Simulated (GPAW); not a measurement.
Consider Sn (Fd-3m).

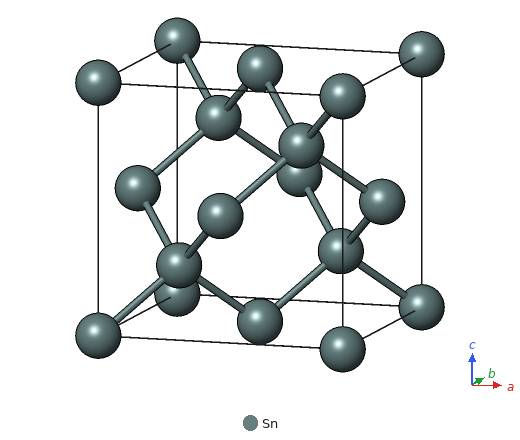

The structure (tin teal). Bonds to atoms that aren't drawn are left out. Some periodic images of atoms are drawn too.

```cif
data_structure
_symmetry_space_group_name_H-M 'P 1'
_symmetry_Int_Tables_number 1
_cell_length_a 4.5726
_cell_length_b 4.5726
_cell_length_c 4.5726
_cell_angle_alpha 60.000
_cell_angle_beta 60.000
_cell_angle_gamma 60.000
_cell_volume 67.61
loop_
_atom_site_label
_atom_site_type_symbol
_atom_site_fract_x
_atom_site_fract_y
_atom_site_fract_z
_atom_site_occupancy
Sn1 Sn 0.75000 0.75000 0.75000 1
Sn2 Sn 0.50000 0.50000 0.50000 1
```

Absorber: atom 1, with 4 Sn at 2.80 Å (tetrahedral, site symmetry -43m). Method: GPAW, revPBE, excited-electron core hole (neutral cell), 12-atom cell with 7.9 Å between holes, 3×3×3 k points, dipole transitions, Gaussian full width 8.49 eV.

The database entry behind the starting cell differs from later determinations by our own check (about 0.3 % short, nanocrystals), so it need not match the best structure at ambient conditions.

Q: What does the Sn K edge look like?

Main maxima up to 28 eV above the zero (height): 5.0 eV (1.20). A K edge sees empty p states on the absorber. 

The Sn K spectrum (energy from the lowest empty level; intensity scaled to a mean of 1 over the first 20 eV):

| E (eV) | intensity |
| --- | --- |
| -2.0 | 0.46 |
| -0.5 | 0.69 |
| 1.0 | 0.91 |
| 2.5 | 1.09 |
| 4.0 | 1.18 |
| 5.5 | 1.19 |
| 7.0 | 1.15 |
| 8.5 | 1.07 |
| 10.0 | 0.99 |
| 11.5 | 0.92 |
| 13.0 | 0.88 |
| 14.5 | 0.88 |
| 16.0 | 0.90 |
| 17.5 | 0.93 |
| 19.0 | 0.94 |
| 20.5 | 0.95 |
| 22.0 | 0.94 |
| 23.5 | 0.95 |
| 25.0 | 0.96 |
| 26.5 | 0.97 |
| 28.0 | 0.98 |
| 29.5 | 0.99 |
| 31.0 | 0.99 |

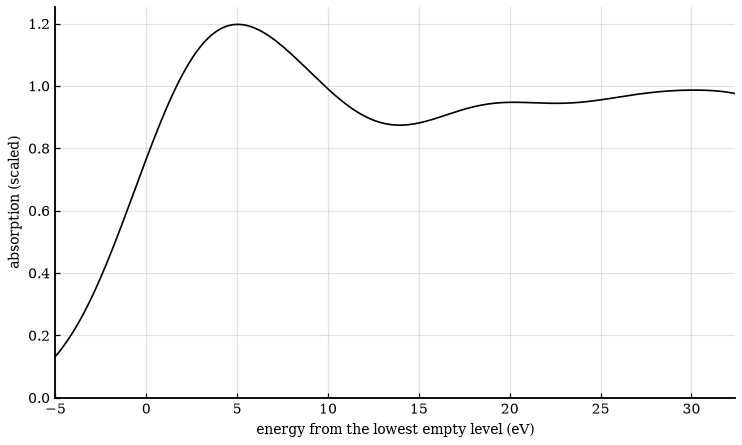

The Sn K edge.

The script folds with a Gaussian, whereas the core hole's own line is a Lorentzian, so the onset is too steep and the first peak too high. Lifetime broadening is put in by hand, and intensities beyond about 20 eV depend on it and on the partial waves. The structure is a published determination, not relaxed.

[Banner, clock and machine lines of the logs are left out without a mark of their own.]

[Logs are printed without paths, hosts, clocks, repeated set-up lines and the standing remarks that a program may print on its own settings, such as how far it seeks lower states.]

[Hosts, paths, dates, database ids (printed as entryN), source tags and the programs' standing remarks are cut or masked in the printed files.]

[Lists of maxima count a maximum above −3 eV only where it reaches 4 % of the highest in the window and stands out from its surroundings by 2 % of it (1.5 % where it reaches 55 %); shoulders and weaker maxima are passed over, and of the rest the first, up to two pre-edge ones and the few strongest are named.]
